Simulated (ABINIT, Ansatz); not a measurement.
## CsNbS3 (Pm-3m): zone-centre phonons

Wanted: the vibrations of CsNbS3 (Pm-3m) at Γ, by two programs.

Program: ABINIT 10.8.3. Level of theory: DFT PBEsol, scalar-relativistic, plane waves, PseudoDojo norm-conserving pseudopotentials. Results are calculated unless marked as measured.

The structure was built from a prototype and need not be the compound's stable phase.

### Step 1. The starting structure

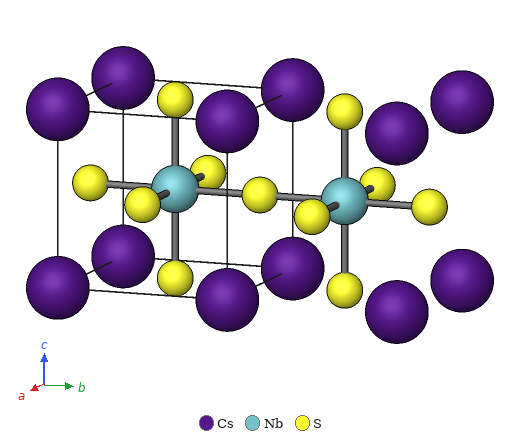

The cell as given, slightly off an axis (caesium purple, niobium teal, sulfur yellow). 1×2×1 cells are drawn. Some periodic images of atoms are drawn too.

### Step 2. Relaxation

The harmonic expansion needs vanishing forces, and a free crystal bears no stress, so cell and atoms are brought to rest. Stress is more sensitive to the basis than forces are: the last 3 Ha under the cutoff are smoothed with ecutsm, and the cutoff is raised above that of the later runs.

The starting cell comes from a relaxation made beforehand in Ansatz (PBEsol, PseudoDojo NC).

The input, relax.abi:

```
# relaxation
ionmov 2
optcell 2
dilatmx 1.08
ntime 40
tolmxf 1.0d-05
tolvrs 1.0d-14
prtwf 0
prtden 0
chksymtnons 0

# basis, mesh and filling
ecut 46.0
ecutsm 3.0
ngkpt 6 6 6
nshiftk 1
shiftk 0.0 0.0 0.0
istwfk *1
occopt 6
tsmear 0.01
nband 29
nstep 100
diemac 1000000.0
prtebands 0
prtgsr 0
useylm 1

# cell and atoms
acell 9.203131292 9.203131292 9.203131292
rprim 
    1.0 0.0 0.0
    0.0 1.0 0.0
    0.0 0.0 1.0
ntypat 3
znucl 55 41 16
natom 5
typat 1 2 3 3 3
xred 
    0.0 0.0 0.0
    0.5 0.5 0.5
    0.5 0.5 0.0
    0.5 0.0 0.5
    0.0 0.5 0.5
pp_dirpath "./pseudo"
pseudos "Cs.upf, Nb.upf, S.upf"
```

Run with:

```sh
> OMP_NUM_THREADS=1 mpirun -n 4 abinit relax.abi > relax.log
```

Numbers of over 12 decimals in the logs are rounded to 6 here.

relax.abo, the main output file:

```text
[banners, grids, parts of the stress and lines that vanish by symmetry left out]
- input  file    -> relax.abi
- output file    -> relax.abo
- root for input  files -> relaxi
[...]
Symmetries : space group Pm -3 m (#221); Bravais cP (primitive cubic)
[...]
mpw =       14771          nfft =      262144          nkpt =          20
[...]
== DATASET  1 ==================================================================
[...]
cutoff_energies: {ecut:  46.0, pawecutdg:  -1.0, }
[...]
ETOT  1  -118.41355482547    -1.184E+02 5.434E-02 4.307E+03
 ETOT  2  -116.33974310754     2.074E+00 5.376E-02 2.626E+04
 ETOT  3  -118.81783572761    -2.478E+00 9.793E-03 5.161E+02
 ETOT  4  -118.84731333046    -2.948E-02 3.593E-03 1.598E+02
 ETOT  5  -118.85978012368    -1.247E-02 2.207E-03 6.981E+00
[...]
At SCF step   17       vres2   =  3.86E-16 < tolvrs=  1.00E-14 =>converged.
[...]
sigma(1 1)=  1.47193776E-07  sigma(3 2)=  0.00000000E+00
  sigma(2 2)=  1.47193776E-07  sigma(3 1)=  0.00000000E+00
  sigma(3 3)=  1.47193776E-07  sigma(2 1)=  0.00000000E+00
[...]
convergence: {deltae:  1.162E-11, res2:  3.857E-16, residm:  2.351E-04, diffor: null, }
etotal    :  -1.18860379E+02
[...]
ETOT  1  -118.86037944977    -1.189E+02 1.168E-04 4.124E-04
[...]
At SCF step   10       vres2   =  2.62E-16 < tolvrs=  1.00E-14 =>converged.
[...]
sigma(1 1)=  1.09664205E-07  sigma(3 2)=  0.00000000E+00
  sigma(2 2)=  1.09664205E-07  sigma(3 1)=  0.00000000E+00
  sigma(3 3)=  1.09664205E-07  sigma(2 1)=  0.00000000E+00
[...]
convergence: {deltae: -5.485E-12, res2:  2.617E-16, residm:  9.033E-06, diffor: null, }
etotal    :  -1.18860379E+02
[...]
ETOT  1  -118.86037923611    -1.189E+02 5.489E-06 3.522E-03
[...]
ETOT  9  -118.86037948000    -1.293E-12 2.275E-06 1.125E-13
 ETOT 10  -118.86037948000     2.956E-12 5.998E-07 2.501E-15
 At SCF step   10       vres2   =  2.50E-15 < tolvrs=  1.00E-14 =>converged.
[...]
sigma(1 1)= -5.42746664E-12  sigma(3 2)=  0.00000000E+00
  sigma(2 2)= -5.42747444E-12  sigma(3 1)=  0.00000000E+00
  sigma(3 3)= -5.42747357E-12  sigma(2 1)=  0.00000000E+00
[...]
convergence: {deltae:  2.956E-12, res2:  2.501E-15, residm:  5.998E-07, diffor: null, }
etotal    :  -1.18860379E+02
[...]
At Broyd/MD step   3, gradients are converged :
[...]
sigma(1 1)= -5.42746664E-12  sigma(3 2)=  0.00000000E+00
  sigma(2 2)= -5.42747444E-12  sigma(3 1)=  0.00000000E+00
  sigma(3 3)= -5.42747357E-12  sigma(2 1)=  0.00000000E+00
[...]
- sigma(1 1)= -1.59681581E-07  sigma(3 2)=  0.00000000E+00
- sigma(2 2)= -1.59681811E-07  sigma(3 1)=  0.00000000E+00
- sigma(3 3)= -1.59681786E-07  sigma(2 1)=  0.00000000E+00
[...]
fcart     -0.0000000000E+00 -0.0000000000E+00 -0.0000000000E+00
           strten     -5.4274666358E-12 -5.4274744421E-12 -5.4274735747E-12
================================================================================

[key lines of the parts left out:]
pressure_GPa:   1.5968E-07
Total energy (etotal) [Ha]= -1.18860379479998E+02
```

It took 8.4 min on 4 MPI ranks of Intel Xeon at 2.70GHz, shared host; 33 min of CPU time.

Little changed from the start: no atom moved by 0.005 Å and no cell edge by 0.1 %.

Read from the output:

* volume per atom: 23.10 Å³
* pressure: 1.60e-7 GPa
* gap on the k-mesh: 0 eV

### Step 3. Self-consistent run for the response

First-order wavefunctions inherit every error of the ground state, hence the very tight tolvrs. Occupations are smeared.

The input, gs.abi:

```
# ground state
tolvrs 1.0d-16
prtden 1
prtwf 1

# basis, mesh and filling
ecut 37.0
ngkpt 6 6 6
nshiftk 1
shiftk 0.0 0.0 0.0
istwfk *1
occopt 6
tsmear 0.01
nband 29
nstep 100
diemac 1000000.0
prtebands 0
prtgsr 0
useylm 1

# cell and atoms
acell 9.202971908 9.202971908 9.202971908
rprim 
    1.0 0.0 0.0
    0.0 1.0 0.0
    0.0 0.0 1.0
ntypat 3
znucl 55 41 16
natom 5
typat 1 2 3 3 3
xred 
    0.0 0.0 0.0
    0.5 0.5 0.5
    0.5 0.5 0.0
    0.5 0.0 0.5
    0.0 0.5 0.5
pp_dirpath "./pseudo"
pseudos "Cs.upf, Nb.upf, S.upf"
```

Run with:

```sh
> OMP_NUM_THREADS=1 mpirun -n 4 abinit gs.abi > gs.log
```

gs.abo, the main output file:

```text
[banners, grids, parts of the stress and lines that vanish by symmetry left out]
- input  file    -> gs.abi
- output file    -> gs.abo
- root for input  files -> gsi
[...]
Symmetries : space group Pm -3 m (#221); Bravais cP (primitive cubic)
[...]
mpw =        8480          nfft =      157464          nkpt =          20
[...]
== DATASET  1 ==================================================================
[...]
cutoff_energies: {ecut:  37.0, pawecutdg:  -1.0, }
[...]
ETOT  1  -118.42337933338    -1.184E+02 5.341E-02 2.568E+03
 ETOT  2  -116.35319790152     2.070E+00 6.131E-02 1.567E+04
 ETOT  3  -118.81714107028    -2.464E+00 9.590E-03 3.154E+02
 ETOT  4  -118.84724599366    -3.010E-02 2.667E-03 9.565E+01
 ETOT  5  -118.85945042321    -1.220E-02 8.783E-03 5.325E+00
[...]
ETOT 17  -118.86020098888     4.633E-12 5.162E-04 5.534E-16
 ETOT 18  -118.86020098888    -3.553E-13 3.276E-04 7.435E-18
 At SCF step   18       vres2   =  7.43E-18 < tolvrs=  1.00E-16 =>converged.
[...]
sigma(1 1)=  3.18304869E-06  sigma(3 2)=  0.00000000E+00
  sigma(2 2)=  3.18304869E-06  sigma(3 1)=  0.00000000E+00
  sigma(3 3)=  3.18304869E-06  sigma(2 1)=  0.00000000E+00
[...]
convergence: {deltae: -3.553E-13, res2:  7.435E-18, residm:  3.276E-04, diffor: null, }
etotal    :  -1.18860201E+02
[...]
sigma(1 1)=  3.18304869E-06  sigma(3 2)=  0.00000000E+00
  sigma(2 2)=  3.18304869E-06  sigma(3 1)=  0.00000000E+00
  sigma(3 3)=  3.18304869E-06  sigma(2 1)=  0.00000000E+00
[...]
- sigma(1 1)=  9.36485258E-02  sigma(3 2)=  0.00000000E+00
- sigma(2 2)=  9.36485258E-02  sigma(3 1)=  0.00000000E+00
- sigma(3 3)=  9.36485258E-02  sigma(2 1)=  0.00000000E+00
[...]
fcart     -0.0000000000E+00 -0.0000000000E+00 -0.0000000000E+00
           strten      3.1830486939E-06  3.1830486939E-06  3.1830486939E-06
================================================================================

[key lines of the parts left out:]
pressure_GPa:  -9.3649E-02
```

Run time: 2.8 min. Hardware: 4 MPI ranks.

This step gave:

```
pressure : -0.09365 GPa
```

The cell stands at -0.094 GPa, close enough for phonons.

[end of part 1 of 5]

[Host names and launcher messages were left out of these logs when they were recorded.]

[Logs are printed without paths, hosts, clocks, repeated set-up lines and the standing remarks that a program may print on its own settings, such as how far it seeks lower states.]

[Hosts, paths, dates, database ids (printed as entryN), source tags and the programs' standing remarks are cut or masked in the printed files.]
